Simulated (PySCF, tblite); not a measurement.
**C₂H₇FNSi₂ radical: geometry, infrared bands and EPR parameters**

Wanted: the infrared bands and EPR parameters of C₂H₇FNSi₂ radical (`[CH2][SiH2][Si@H](F)N=C`), by calculation.

Programs: tblite 0.8.0 and PySCF 2.14.0, with density-fitted response routines of our own. Each step states its level of theory. These are calculated values for one molecule in the gas phase, unless marked as measured. Atoms count from 0, in the outputs and in this text.

### 1 The starting structure

13 atoms, charge 0, multiplicity 2; geometry from: force field or distance geometry start.

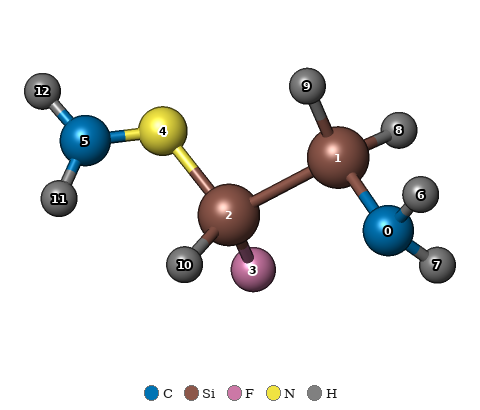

As it starts; carbon blue, silicon brown, fluorine pink, nitrogen yellow, hydrogen grey, atoms numbered.

### 2 Geometry optimisation with GFN2-xTB

What the job is given:

```
{"job": {"kind": "relax", "xc": "GFN2-xTB", "basis": "xTB"}, "charge": 0, "multiplicity": 2}
C      2.596200    -0.620800     0.539700
Si     1.389200     0.350100    -0.499900
Si    -0.623600    -0.606600    -0.495500
F     -0.786400    -1.801500    -1.674000
N     -1.772200     0.724900    -0.782500
C     -2.868400     0.724300    -0.126700
H      3.388900     0.074100     0.926000
H      3.130400    -1.351600    -0.100300
H      1.922600     0.478700    -1.859500
H      1.232100     1.691200     0.126100
H     -0.906900    -1.112500     0.853800
H     -3.110200    -0.066900     0.608900
H     -3.596000     1.517100    -0.256400
```

Started as:

```bash
OMP_NUM_THREADS=1 python probes_run.py task.json out
```

One launch serves the whole session: the jobs run in the order shown.

**Question.** This job is followed by: GFN2-xTB harmonic vibrations, gas phase; UKS B3LYP, pcH-1 on C F H N Si, non-relativistic, mean-field spin-orbit, GIAO. What will the session give for the following? strongest single infrared mode (GFN2-xTB); zero-point energy (GFN2-xTB); g(iso) (B3LYP); ⟨S²⟩; largest a(iso) (averaged by class); surface potential, least and greatest.

**Answer**, as computed:

```
                                 quantity                    value
strongest single infrared mode (GFN2-xTB)     614 cm⁻¹, 356 km/mol
             zero-point energy (GFN2-xTB)            49.7 kcal/mol
                           g(iso) (B3LYP)                  2.00260
                                     ⟨S²⟩       0.754 (exact 0.75)
       largest a(iso) (averaged by class)  29Si on Si2, -112.8 MHz
    surface potential, least and greatest       -1.42 V and 1.56 V
```

Relaxing lowered the energy by 0.986 eV in 85 steps; the close pair that moved most is Si1–Si2, from 2.229 to 2.338 Å. All 33 modes are real, so the xTB geometry is a minimum. The strongest single mode, at 614 cm⁻¹, is carried by H10, H9, H8. GFN2-xTB is a fitted tight-binding method: band positions and strengths are rough. Its intensities can rank the bands wrongly. C0 carries the largest spin population, 1.02 e. The isotropic g lies 0.3 ppt above the free-electron value.
